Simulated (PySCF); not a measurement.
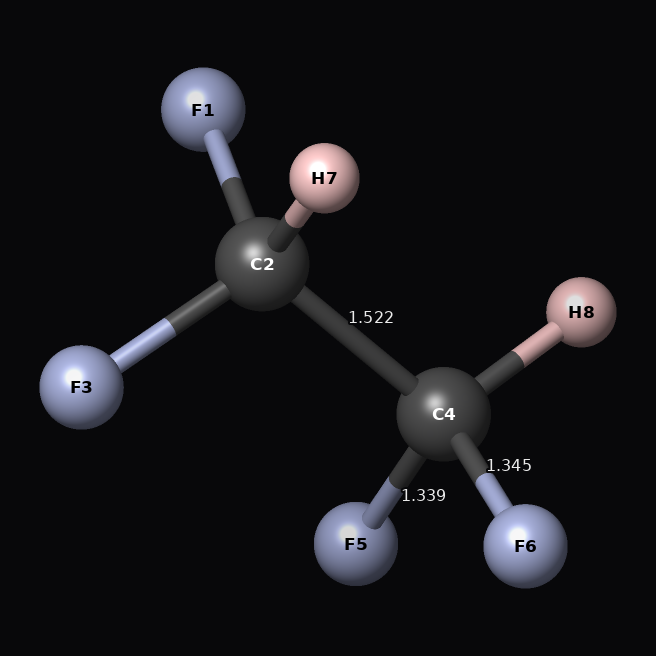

The numbers beside the sticks are distances in Å. Sticks don't show bond order. The computed structure is the end point of a PBE0-D3(BJ)/def2-SVP optimisation. No frequency run is at hand to confirm it as a minimum.

Q: Which of the marked bonds are single, double, triple or aromatic?

A: C2–C4 single; C4–F5 single; C4–F6 single.

Q: Write the SMILES.

A: FC(F)C(F)F
